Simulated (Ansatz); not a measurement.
```xyz
6

B     1.6618    0.3602   -0.8124
C     0.3170    0.0852   -0.6662
Si   -1.3746   -0.2684   -0.2877
O    -1.8310   -0.4141    1.2025
H     2.8085    0.5963   -0.9807
H    -2.2951   -0.4110   -1.4611
```

The calculation used UKS PBE-D4/6-31G* (Ansatz).

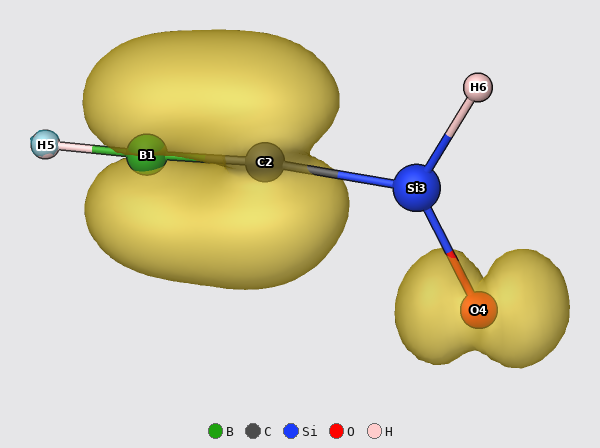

CH₂BOSi (doublet). Isosurfaces of the spin density (α minus β) at +0.02 (yellow) and −0.02 e/Å³ (cyan), seen at an oblique angle.

Q: Where is the unpaired spin?

A: The unpaired spin (1 electron) lies mostly on C2 (about 0.5), B1 (about 0.3) and O4 (about 0.2), in electrons by Hirshfeld's partition.
